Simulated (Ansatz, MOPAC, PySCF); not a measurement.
AsH3 (SMILES [AsH3]) and HI (SMILES I) are pulled apart as rigid monomers along the line of their centres of mass, from the B3LYP-D3(BJ)/def2-TZVP minimum. Starting geometry (charge 0, multiplicity 1):
```xyz
6

As     0.033     0.584     0.372
H     -0.773     1.779    -0.116
H     -0.226    -0.216    -0.896
H      1.345     1.148    -0.152
I     -0.392    -1.070     4.350
H     -0.233    -0.450     2.854
```

Interaction energies with rigid monomers; basis-set methods are counterpoise corrected unless marked otherwise.

Rows in LANL2DZ carry no dispersion term and start afresh at each structure. LANL2DZ brings its own core potentials from Na on. The state reached by PM6 isn't checked.

Run with Ansatz (a first-principles code) with Gaussian orbitals; MOPAC for PM6 (differences of heats of formation); PySCF for LANL2DZ rows, the dispersion terms. Values without a source in brackets are computed. In def2 rows elements past Kr take small-core potentials, without spin–orbit coupling.

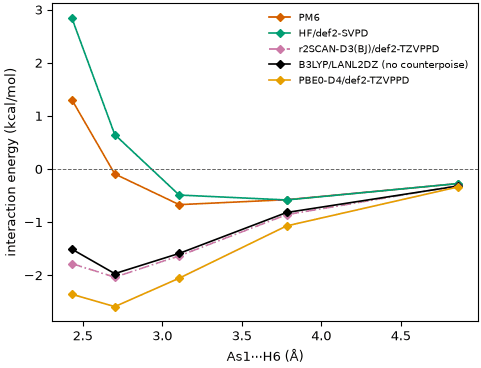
*Interaction energy against separation*

Which level binds most strongly at As1···H6 = 2.70, and by how much?

PBE0-D4/def2-TZVPPD, -2.6 kcal/mol.
